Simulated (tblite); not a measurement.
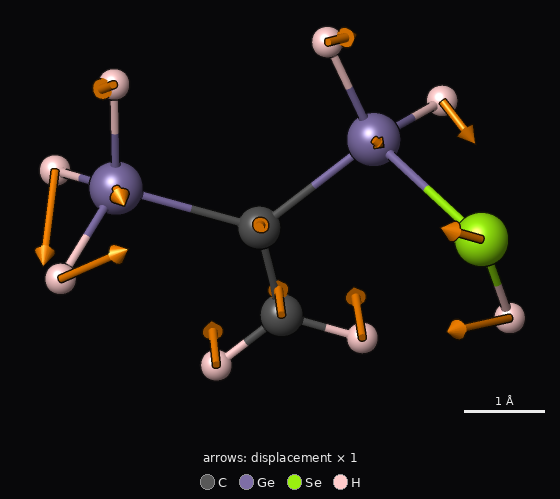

This is a relaxation of C2H8Ge2Se. The starting structure is drawn; orange arrows show the displacements, at their true length. The two geometries are superimposed by the best rigid fit.

The picture is a ball-and-stick view, seen at a tilt.

All numbers below come from GFN2-xTB geometry optimisation, gas phase (tblite). 

Question: What did the optimiser do to the structure, and how much energy did it gain?

Answer: The atom that moves furthest after the best rigid fit is an H atom (1.48 Å). By element the largest moves are H 1.48 Å, C 0.78 Å, Se 0.72 Å, Ge 0.37 Å. Some distances before and after: H–Se 1.539 → 1.440 Å, Ge–H 1.557 → 1.493 Å, C–Ge 1.903 → 1.948 Å, Ge–H 1.562 → 1.520 Å. Among the angles between lasting bonds that change: Se–Ge–H 110.0° → 104.8°, C–Ge–Se 109.5° → 112.4°, H–C–H 118.8° → 116.1°. Groups turn about C–Ge by about 60°, C–Ge by about 45°. After 176 geometry steps the energy has fallen by 29.2 kJ/mol. Cost: 1.8 s on 1 thread of Intel(R) Xeon(R) Processor @ 2.70GHz (shared host).
